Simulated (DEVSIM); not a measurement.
System: abrupt InP p-n junction, at 500 K.

| layer (left to right) | material | thickness (μm) | Nd (cm⁻³) | Na (cm⁻³) | τn (s) | τp (s) |
|---|---|---|---|---|---|---|
| 1 | InP | 1.30 | - | 2e17 | 1.2e-8 | 1.2e-8 |
| 2 | InP | 1.70 | 5.2e16 | - | 1.2e-8 | 1.2e-8 |

Left contact: ohmic. Right contact: ohmic. Voltage is applied to the left contact. Recombination: SRH at mid-gap. Mobility is μmin + (μ − μmin)/(1 + (N/Nref)^α).

The device is made up for the run: typed textbook-type constants, with dimensions and the other settings drawn at random. Values at 300 K; Nc and Nv go as T^1.5, mobilities as T to minus their exponent, the gap by Varshni's rule with the affinity fixed.

```
parameter              InP
----------------  --------
gap (eV)             1.344
affinity (eV)         4.38
permittivity          12.5
Nc (cm⁻³)           5.7e17
Nv (cm⁻³)           1.1e19
μn (cm²/Vs)           5200
μp (cm²/Vs)            170
μn,min                 400
μp,min                  10
Nref,n                3e17
Nref,p              4.9e17
αn                    0.47
αp                    0.62
T exponent of μn         2
T exponent of μp         2
Varshni α (eV/K)  0.000363
Varshni β (K)          162
```

Model (solved in DEVSIM): 1D drift-diffusion, Boltzmann statistics, complete ionisation; no tunnelling, impact ionisation, image-force lowering or self-heating.

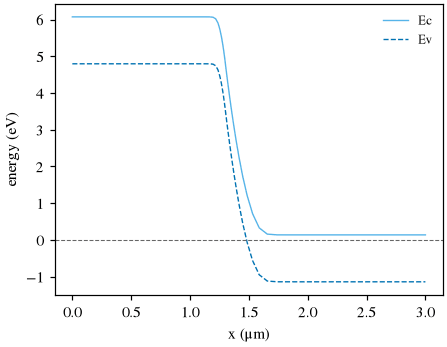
Figure: Band edges at -5.0 V on the left contact

Energies count from the Fermi level of the right contact; mesh points crowd at the junctions.

```
x (μm)   Ec (eV)  Ev (eV)  n (cm⁻³)  p (cm⁻³)  field (V/cm)
-------  -------  -------  --------  --------  ------------
0.000      6.072    4.794     1.9e7    2.0e17           ≈ 0
0.02003    6.072    4.794     1.9e7    2.0e17           ≈ 0
0.05615    6.072    4.794     1.8e7    2.0e17           ≈ 0
0.1212     6.072    4.794     1.7e7    2.0e17           ≈ 0
0.3086     6.072    4.794     1.4e7    2.0e17           ≈ 0
0.5764     6.072    4.794     1.0e7    2.0e17           ≈ 0
0.9037     6.072    4.794   4900000    2.0e17           ≈ 0
1.133      6.072    4.794   1200000    2.0e17           -53
1.218      6.019    4.741    130000    5.8e16        -37000
1.266      5.548    4.270    300000    1.0e12       -170000
1.292      5.008    3.731    900000     2.2e8       -240000
1.318      4.338    3.060   1400000     1.5e8       -250000
1.353      3.508    2.230   2400000     1.4e8       -220000
1.417      2.239    0.962   5300000     1.3e8       -180000
1.588      0.327   -0.951    6.2e14   1300000        -47000
1.842      0.136   -1.141    5.2e16     1.2e7           ≈ 0
2.278      0.136   -1.141    5.2e16     3.7e7           ≈ 0
2.613      0.136   -1.141    5.2e16     5.5e7           ≈ 0
2.846      0.136   -1.141    5.2e16     6.6e7           ≈ 0
2.926      0.136   -1.141    5.2e16     7.0e7           ≈ 0
2.970      0.136   -1.141    5.2e16     7.2e7           ≈ 0
3.000      0.136   -1.141    5.2e16     7.4e7           ≈ 0
```
